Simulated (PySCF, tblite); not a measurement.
# C5H7BN2: geometry, infrared bands and NMR shifts

Wanted: the infrared bands and NMR shifts of C5H7BN2 (`C=C([BH2-][N+]#CC)C#N`), by calculation.

Programs: tblite 0.8.0 and PySCF 2.14.0, with density-fitted response routines of our own. Each step states its level of theory. These are calculated values for one molecule in the gas phase, unless marked as measured. Atoms are numbered from 0 throughout.

### Step 1. The molecule as given

15 atoms, charge 0, multiplicity 1; geometry from: force field or distance geometry start.

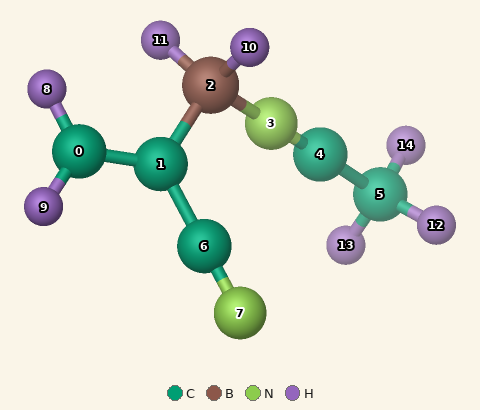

The starting geometry (carbon teal, boron brown, nitrogen green, hydrogen purple), atoms numbered.

### Step 2. Optimising the geometry with GFN2-xTB

What the job is given:

```
{"job": {"kind": "relax", "xc": "GFN2-xTB", "basis": "xTB"}, "charge": 0, "multiplicity": 1}
C     -2.752300     0.631000    -0.721400
C     -1.653500     0.272900    -0.095500
B     -0.455900     1.287500    -0.093100
N      0.783600     0.461700    -0.126000
C      1.743200    -0.196100    -0.107700
C      2.946600    -1.040000    -0.120000
C     -1.521200    -0.991700     0.576600
N     -1.426100    -2.019000     1.142000
H     -2.844000     1.591800    -1.222700
H     -3.608900    -0.074900    -0.718900
H     -0.499800     1.949000     0.894500
H     -0.495500     1.936100    -1.078100
H      3.114200    -1.488400     0.889700
H      2.809100    -1.855100    -0.839500
H      3.856100    -0.456800    -0.413100
```

Launch:

```bash
$ OMP_NUM_THREADS=1 python probes_run.py task.json out
```

This one command runs all jobs of the session in turn.

The log of the run:

```text
step      E/eV     max force
  0    -578.17047    3.137
  1    -578.13985    7.516
  2    -578.33756    1.493
  3    -578.37533    1.133
  4    -578.40546    0.812
  5    -578.41451    1.454
  6    -578.44529    0.351
  7    -578.45587    0.382
  8    -578.46908    0.392
  9    -578.47422    0.264
 10    -578.47865    0.185
 11    -578.48141    0.179
 12    -578.48369    0.147
 13    -578.48580    0.127
 14    -578.48831    0.176
 15    -578.49077    0.209
 16    -578.49276    0.165
 17    -578.49424    0.092
 18    -578.49548    0.111
 19    -578.49668    0.095
 20    -578.49777    0.088
 21    -578.49860    0.062
 22    -578.49924    0.076
 23    -578.49983    0.068
 24    -578.50037    0.065
 25    -578.50082    0.061
 26    -578.50111    0.035
 27    -578.50130    0.035
 28    -578.50147    0.039
 29    -578.50170    0.055
 30    -578.50203    0.058
 31    -578.50242    0.067
 32    -578.50282    0.061
 33    -578.50325    0.063
 34    -578.50373    0.089
 35    -578.50428    0.078
 36    -578.50480    0.065
 37    -578.50523    0.052
 38    -578.50565    0.082
 39    -578.50621    0.106
 40    -578.50684    0.087
 41    -578.50739    0.070
 42    -578.50788    0.069
 43    -578.50847    0.097
 44    -578.50941    0.138
 45    -578.51080    0.140
 46    -578.51229    0.091
 47    -578.51338    0.081
 48    -578.51420    0.095
 49    -578.51493    0.172
 50    -578.51541    0.202
 51    -578.51623    0.078
 52    -578.51673    0.060
 53    -578.51708    0.061
 54    -578.51768    0.095
 55    -578.51853    0.104
 56    -578.51956    0.084
 57    -578.52052    0.089
 58    -578.52132    0.079
 59    -578.52197    0.073
 60    -578.52237    0.080
 61    -578.52253    0.046
 62    -578.52265    0.029
 63    -578.52275    0.034
 64    -578.52293    0.040
 65    -578.52311    0.037
 66    -578.52328    0.028
 67    -578.52341    0.029
 68    -578.52357    0.054
 69    -578.52377    0.039
 70    -578.52398    0.049
 71    -578.52415    0.037
 72    -578.52429    0.034
 73    -578.52445    0.045
 74    -578.52464    0.046
 75    -578.52485    0.030
 76    -578.52500    0.038
 77    -578.52511    0.045
 78    -578.52522    0.051
 79    -578.52537    0.048
 80    -578.52555    0.039
 81    -578.52571    0.030
 82    -578.52586    0.042
 83    -578.52604    0.036
 84    -578.52629    0.031
 85    -578.52659    0.035
 86    -578.52683    0.025
 87    -578.52696    0.062
 88    -578.52703    0.029
 89    -578.52710    0.025
 90    -578.52722    0.037
 91    -578.52736    0.055
 92    -578.52754    0.053
 93    -578.52769    0.036
 94    -578.52783    0.047
 95    -578.52800    0.050
 96    -578.52824    0.070
 97    -578.52854    0.067
 98    -578.52880    0.052
 99    -578.52900    0.037
100    -578.52918    0.057
101    -578.52943    0.069
102    -578.52980    0.088
103    -578.53020    0.091
104    -578.53076    0.165
105    -578.53134    0.061
106    -578.53213    0.144
107    -578.53290    0.105
108    -578.53368    0.162
109    -578.53441    0.172
110    -578.53482    0.090
111    -578.53501    0.052
112    -578.53512    0.044
113    -578.53518    0.027
114    -578.53522    0.023
115    -578.53526    0.017
116    -578.53533    0.025
117    -578.53539    0.028
118    -578.53546    0.018
119    -578.53550    0.029
120    -578.53553    0.029
121    -578.53556    0.023
122    -578.53557    0.014
123    -578.53558    0.008
```

Wall time 1.1 s (1 thread of Arm Neoverse N1, shared host); peak memory 0.18 GiB.

Step by step: (not every step is listed) (the energy doesn't fall at every step)

```csv
step,energy from step 0 (eV),largest force (eV/Å)
0,0.0000,3.1372
1,0.0306,7.5158
2,-0.1671,1.4930
3,-0.2049,1.1328
4,-0.2350,0.8124
5,-0.2440,1.4544
6,-0.2748,0.3509
7,-0.2854,0.3817
8,-0.2986,0.3924
19,-0.3262,0.0952
30,-0.3316,0.0580
41,-0.3369,0.0700
52,-0.3463,0.0603
63,-0.3523,0.0341
74,-0.3542,0.0456
85,-0.3561,0.0348
96,-0.3578,0.0702
107,-0.3624,0.1045
118,-0.3650,0.0179
119,-0.3650,0.0294
120,-0.3651,0.0286
121,-0.3651,0.0233
122,-0.3651,0.0139
123,-0.3651,0.0079
```

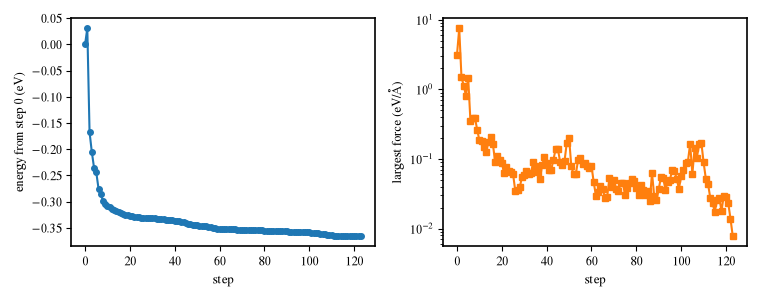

Energy and largest force along the relaxation.

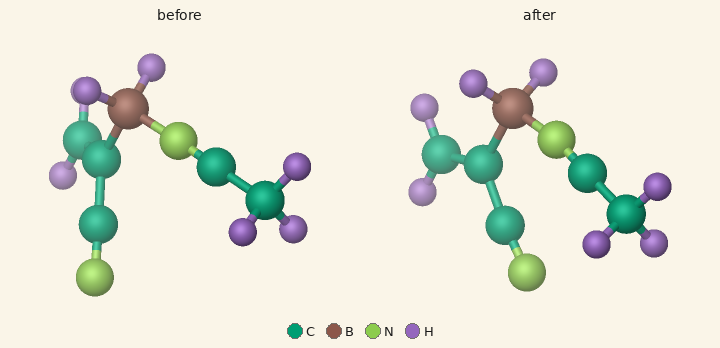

Before and after, at one scale.

Distances of close pairs at the start and the end, largest changes first:

| bond | before (Å) | after (Å) | change (Å) |
| --- | --- | --- | --- |
| C1–B2 | 1.570 | 1.636 | +0.066 |
| C4–C5 | 1.470 | 1.425 | -0.044 |
| C1–C6 | 1.438 | 1.403 | -0.035 |
| C5–H14 | 1.119 | 1.090 | -0.029 |
| C0–H9 | 1.110 | 1.081 | -0.029 |
| C5–H12 | 1.117 | 1.090 | -0.027 |
| C6–N7 | 1.176 | 1.152 | -0.024 |
| C0–C1 | 1.314 | 1.333 | +0.018 |

The next job starts from the end point, and lists it.

### Step 3. Infrared spectrum with GFN2-xTB

What the job is given:

```
{"job": {"kind": "ir", "xc": "GFN2-xTB", "basis": "xTB"}, "charge": 0, "multiplicity": 1}
C     -2.885665     0.591149    -0.340901
C     -1.592170     0.284202    -0.246248
B     -0.385585     1.383852    -0.349588
N      0.872165     0.627115    -0.184365
C      1.706684    -0.148263    -0.037081
C      2.759130    -1.092856     0.142033
C     -1.185262    -1.043889    -0.047192
N     -0.713952    -2.082842     0.114932
H     -3.202276     1.609616    -0.493508
H     -3.667364    -0.151691    -0.270988
H     -0.432642     2.170015     0.541854
H     -0.345293     1.885819    -1.427429
H      2.720331    -1.488953     1.157007
H      2.620969    -1.914228    -0.561631
H      3.726515    -0.621056    -0.030117
```

The log of the run:

```text
mode    cm-1     km/mol
  1     -55.2      0.10
  2      29.6      9.30
  3      53.7     11.77
  4     149.5      0.44
  5     152.8      1.81
  6     252.8      9.66
  7     266.9      4.38
  8     293.2      1.02
  9     337.8      0.64
 10     391.8      5.49
 11     456.6      2.75
 12     575.3      8.16
 13     700.5      0.45
 14     719.1      1.79
 15     734.1      5.28
 16     792.3      7.09
 17     900.0     18.27
 18     933.5      6.48
 19     939.0      5.76
 20     994.5     21.18
 21     999.3     14.58
 22    1023.7     54.67
 23    1072.8    138.29
 24    1152.1     20.99
 25    1180.0      7.38
 26    1364.1     43.92
 27    1397.5     15.26
 28    1404.5     18.26
 29    1410.0      0.93
 30    1646.2      8.26
 31    2332.8    203.26
 32    2392.1     17.72
 33    2457.0    142.00
 34    2463.3    142.28
 35    3006.9      0.07
 36    3008.4      2.62
 37    3012.8      0.08
 38    3063.7     44.67
 39    3112.8     31.76
```

Wall time 0.63 s (1 thread of Arm Neoverse N1, shared host); peak memory 0.18 GiB.

The strongest bands and the atoms that carry them (share of the mass-weighted mode):

```csv
cm⁻¹,km/mol,atoms
1024,54.7,"H10 35 %, H11 32 %, B2 28 %"
1073,138.3,"N3 32 %, C5 27 %, C4 15 %"
1364,43.9,"H14 26 %, H13 26 %, C5 25 %, H12 22 %"
2333,203.3,"C6 60 %, N7 39 %"
2457,142.0,"H11 57 %, H10 33 %"
2463,142.3,"H10 59 %, H11 34 %"
3064,44.7,H9 89 %
3113,31.8,H8 88 %
```

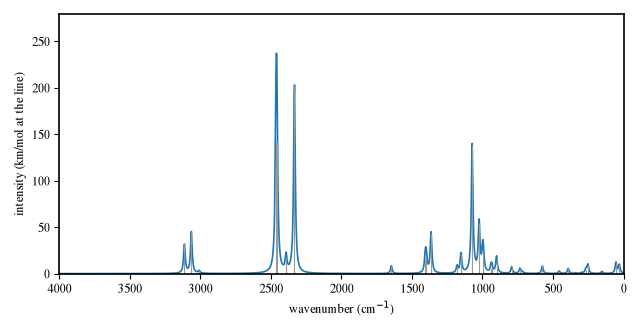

The infrared spectrum from these modes, unscaled. Lines are broadened to a width of 14 cm⁻¹ (Lorentzian).

### Step 4. NMR shieldings: PBE0/pcSseg-1

Same as in step 3 but for these lines:

```diff
@@ -1,2 +1,2 @@
-{"job": {"kind": "ir", "xc": "GFN2-xTB", "basis": "xTB"}, "charge": 0, "multiplicity": 1}
+{"job": {"kind": "nmr", "xc": "PBE0", "basis": "pcSseg-1"}, "charge": 0, "multiplicity": 1}
 C     -2.885665     0.591149    -0.340901
```

Method: GIAO PBE0/pcSseg-1 NMR shielding, non-relativistic, gas phase.

The log of the run:

```text
coarse grid: 12984 points
cycle   1  E = -328.4832421769  dE =  1.163e+00  |g| = 5.331e-01  |ddm| = 3.560e+00
cycle   2  E = -328.3331264668  dE =  1.501e-01  |g| = 1.012e+00  |ddm| = 1.325e+00
cycle   3  E = -328.5593363113  dE = -2.262e-01  |g| = 1.441e-01  |ddm| = 7.375e-01
cycle   4  E = -328.5634526538  dE = -4.116e-03  |g| = 5.766e-02  |ddm| = 1.311e-01
cycle   5  E = -328.5639637896  dE = -5.111e-04  |g| = 2.991e-02  |ddm| = 4.994e-02
cycle   6  E = -328.5641458285  dE = -1.820e-04  |g| = 9.378e-03  |ddm| = 2.616e-02
cycle   7  E = -328.5641662340  dE = -2.041e-05  |g| = 1.301e-03  |ddm| = 7.918e-03
cycle   8  E = -328.5641665630  dE = -3.290e-07  |g| = 7.312e-04  |ddm| = 2.000e-03
final grid: 126840 points
cycle   9  E = -328.6074668759  dE = -3.692e-05  |g| = 6.754e-03  |ddm| = 3.173e-02
cycle  10  E = -328.6074663564  dE =  5.195e-07  |g| = 7.109e-03  |ddm| = 1.293e-02
cycle  11  E = -328.6074782673  dE = -1.191e-05  |g| = 2.112e-03  |ddm| = 6.932e-03
cycle  12  E = -328.6074792522  dE = -9.849e-07  |g| = 3.852e-04  |ddm| = 1.409e-03
cycle  13  E = -328.6074792759  dE = -2.374e-08  |g| = 1.985e-04  |ddm| = 3.248e-04
cycle  14  E = -328.6074792842  dE = -8.299e-09  |g| = 6.384e-05  |ddm| = 1.705e-04
cycle  15  E = -328.6074792851  dE = -8.804e-10  |g| = 2.341e-05  |ddm| = 6.262e-05
converged SCF energy = -328.6074792851

GIAO shielding tensors (ppm)
atom      isotropic    diamagn.    paramagn.     s11        s22        s33       span
  0 C       43.965     249.438    -205.473    -84.478     51.413    164.959    249.437
  1 C       48.995     263.148    -214.153    -68.867     62.013    153.840    222.708
  2 B      132.449     188.673     -56.224    121.755    131.513    144.078     22.323
  3 N       41.158     332.761    -291.603   -100.133    -99.347    322.954    423.086
  4 C       63.772     273.782    -210.011    -34.305    -24.961    250.581    284.886
  5 C      184.172     249.615     -65.443    174.710    177.424    200.382     25.671
  6 C       58.716     265.331    -206.615    -63.486    -50.325    289.959    353.445
  7 N      -40.041     345.581    -385.622   -164.942   -162.414    207.232    372.175
  8 H       25.704      29.748      -4.045     22.196     24.904     30.010      7.814
  9 H       25.177      28.824      -3.647     20.639     24.573     30.319      9.680
 10 H       29.187      30.524      -1.338     25.349     29.684     32.527      7.178
 11 H       29.173      30.280      -1.107     25.344     29.671     32.503      7.158
 12 H       28.982      28.657       0.325     24.235     26.969     35.743     11.509
 13 H       28.828      28.719       0.108     23.871     27.224     35.387     11.516
 14 H       29.353      25.417       3.936     24.292     26.836     36.931     12.639
```

Run time: 50 s. Hardware: 1 thread of Arm Neoverse N1, shared host; peak memory 0.76 GiB.

The references, computed at this level on geometries of the same kind, shield at (ppm): ¹H TMS 31.72, ¹³C TMS 186.9, ¹⁵N NH3 267.7, ¹¹B BF3·OEt2 100.1. Their shielding less the atom's gives the shift. The references are single molecules in the gas phase, so shifts against H2O, NH3, PH3, H3PO4 or CFCl3 are not on the usual liquid scales and can be off by tens of ppm. Atoms listed in one row are averaged.

```csv
atoms,environment,σ (ppm),δ (ppm),δ scaled to CDCl3
C0,terminal =CH2 carbon,44.0,143.0,137.6
C1,fully substituted alkene carbon,49.0,137.9,132.7
C6,nitrile carbon,58.7,128.2,123.2
C4,nitrilium-type carbon,63.8,123.2,118.3
C5,methyl carbon α to a nitrile,184.2,2.8,0.8
H9,hydrogen on a terminal =CH2 carbon,25.18,6.54,6.27
H8,hydrogen on a terminal =CH2 carbon,25.70,6.01,5.77
"H12, H13, H14",hydrogen on a methyl carbon α to a nitrile,29.05,2.66,2.62
"H10, H11","hydrogen on a boron bonded to C, N",29.18,2.54,–
B2,"boron bonded to C, N, 2 H",132.4,-32.4,–
N7,nitrile nitrogen,-40.0,307.8,–
N3,donor nitrogen of a Lewis adduct,41.2,226.6,–
```

The scaled column applies a straight-line fit of computed shieldings to shifts measured in CDCl3 (root-mean-square error 0.16 ppm for H, 1.9 ppm for C).

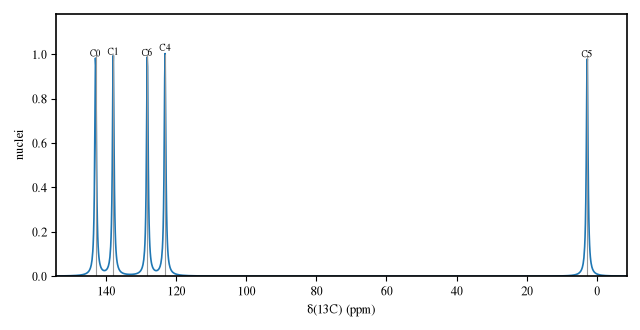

¹³C lines at the computed shifts, without couplings. Lines are broadened to a width of 0.56 ppm (Lorentzian).

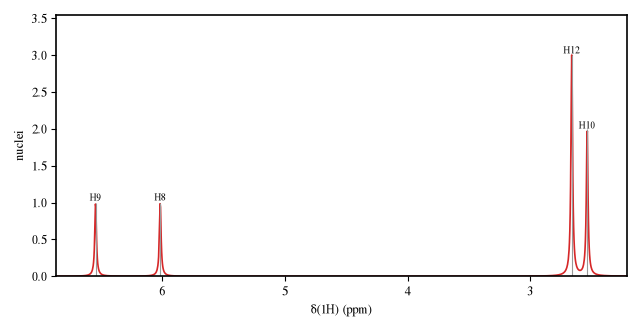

¹H lines at the computed shifts, without couplings. Lines are broadened to a width of 0.02 ppm (Lorentzian).

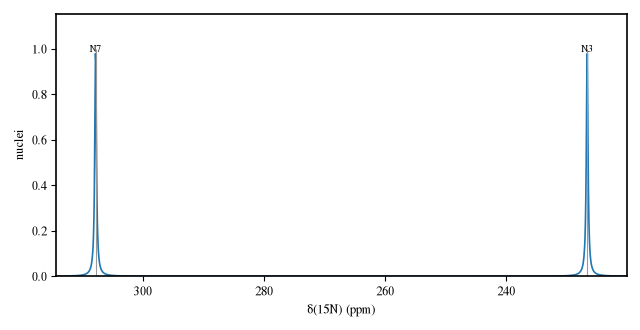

¹⁵N lines at the computed shifts, without couplings. Lines are broadened to a width of 0.32 ppm (Lorentzian).

The run also stored atomic charges by several schemes (e):

```csv
atoms,Mulliken,IAO,Hirshfeld,ESP fit
C0,-0.07,-0.27,-0.07,-0.45
C1,-0.39,-0.12,-0.05,-0.04
B2,0.20,-0.24,-0.04,-0.03
N3,-0.32,0.01,-0.01,-0.21
C4,0.22,0.26,0.20,0.51
C5,-0.17,-0.46,-0.06,-0.63
C6,0.10,0.16,0.07,0.43
N7,-0.31,-0.31,-0.26,-0.54
```

Mulliken charges:

C0 -0.07; C1 -0.39; B2 0.20; N3 -0.32; C4 0.22; C5 -0.17; C6 0.10; N7 -0.31; H8 0.12; H9 0.12; H10 -0.03; H11 -0.03; H12 0.19; H13 0.19; H14 0.18

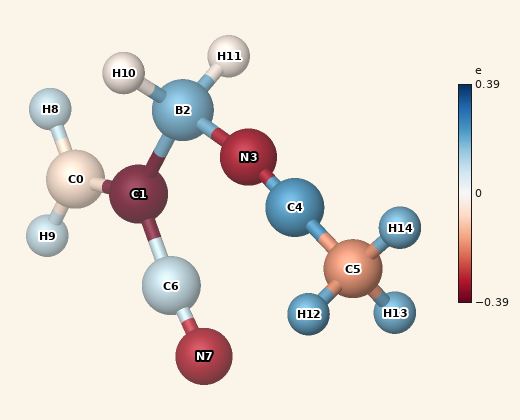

Mulliken charges, as colours on the atoms.

Mayer bond orders: C0–C1 1.94, C1–B2 0.72, B2–N3 0.76, N3–C4 2.58, C4–C5 1.06, C1–C6 1.07, C6–N7 2.97.

The fields below are evaluated on a grid from the run's orbitals.

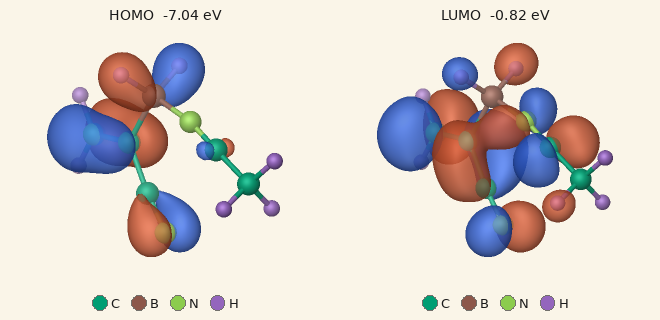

Frontier orbitals at PBE0/pcSseg-1; each surface holds 70 % of the orbital's density, blue and red mark the sign.

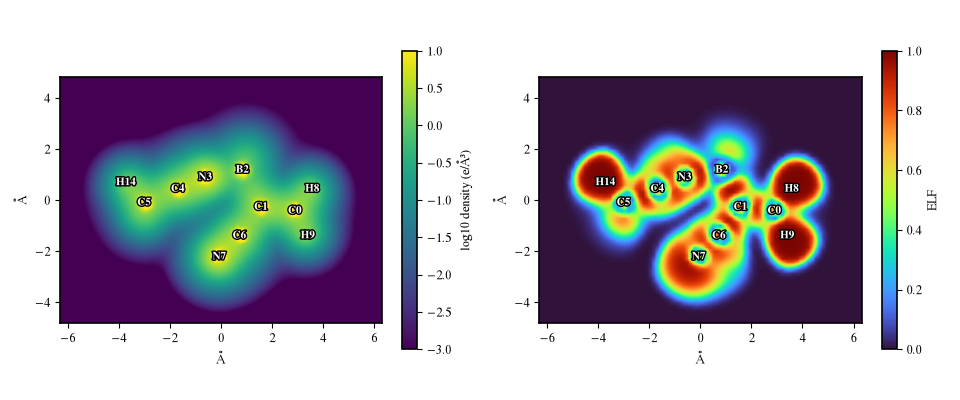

Density (left) and ELF (right) in a plane through or near 11 of the atoms.

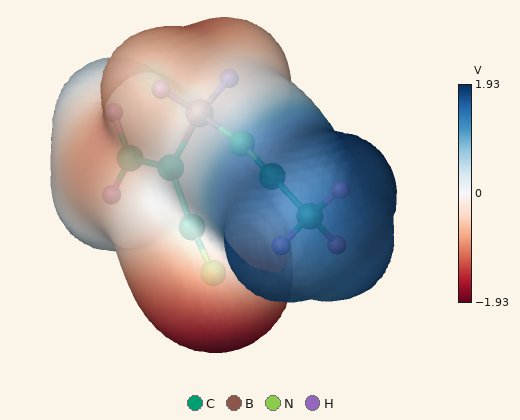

The potential that a unit positive charge feels on the 0.002 e/bohr³ surface, from -1.73 V near N7 to 1.93 V near H14.

### Step 5. Summary of results

| quantity | value |
| --- | --- |
| strongest single infrared mode (GFN2-xTB) | 2333 cm⁻¹, 203 km/mol |
| zero-point energy (GFN2-xTB) | 67.4 kcal/mol |
| ¹³C shifts against TMS (PBE0/pcSseg-1) | 143.0, 137.9, 128.2, 123.2, 2.8 ppm |
| ¹H shifts against TMS (PBE0/pcSseg-1, means over atoms taken as alike) | 6.54, 6.01, 2.66, 2.54 ppm |
| ¹¹B shifts against BF3·OEt2 (PBE0/pcSseg-1) | -32.4 ppm |
| ¹⁵N shifts against NH3 (PBE0/pcSseg-1) | 307.8, 226.6 ppm |
| surface potential, least and greatest | -1.73 V and 1.93 V |

In words: Relaxing lowered the energy by 0.365 eV in 123 steps; the close pair that moved most is C1–B2, from 1.570 to 1.636 Å. The lowest mode is imaginary (55i cm⁻¹), so the xTB geometry is not a minimum. The strongest single mode, at 2333 cm⁻¹, moves mainly C6 and N7. Unscaled tight-binding wavenumbers are off by several per cent, some by more. Its intensities can rank the bands wrongly. C0 (terminal =CH2 carbon) lies farthest downfield among carbon, at 143.0 ppm; as expected for a trigonal carbon in a double bond. At PBE0/pcSseg-1: The widest tensor belongs to N3: span 423 ppm, with a paramagnetic part of -292 ppm. By nearest atom (PBE0/pcSseg-1), the HOMO sits on C0 30 %; C1 21 % and the LUMO on C0 19 %; C1 15 %.
